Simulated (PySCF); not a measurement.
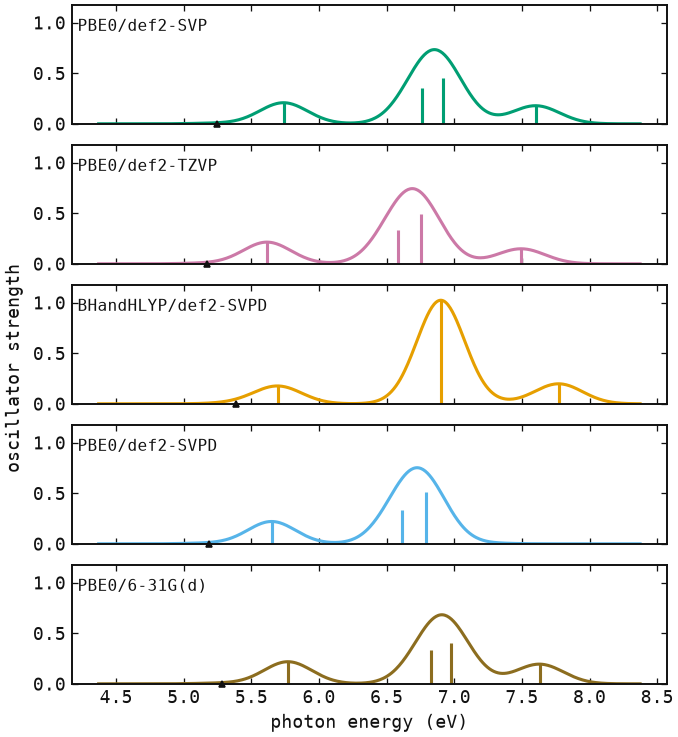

Vertical TDDFT spectra of C₇H₅N, SMILES N#Cc1ccccc1 at one geometry and several levels (PySCF, at a PBE0-D3(BJ)/def2-SVP geometry (no frequency check)); sticks with Gaussians of 1/e half-width 0.25 eV, the triangle marks S1, which has the same leading orbital pair at all these levels. Only the lowest states were computed, so the high end is incomplete. States within 0.01 eV of each other are merged, with their strengths summed. The highest state may be half of a pair whose partner wasn't computed.

Order the levels by their S1 energy.

From lowest to highest: PBE0/def2-TZVP 5.17 eV, PBE0/def2-SVPD 5.18 eV, PBE0/def2-SVP 5.25 eV, PBE0/6-31G(d) 5.28 eV, BHandHLYP/def2-SVPD 5.39 eV; a spread of 0.22 eV.

Caveats, for all or some of the runs: 6-31G(d) has no diffuse functions, so states with Rydberg character are missing or too high; core orbitals are frozen in the response; def2-SVP has no diffuse functions, so states with Rydberg character are missing or too high; def2-TZVP has no diffuse functions, so states with Rydberg character are missing or too high; states above the negative HOMO energy depend on the basis.
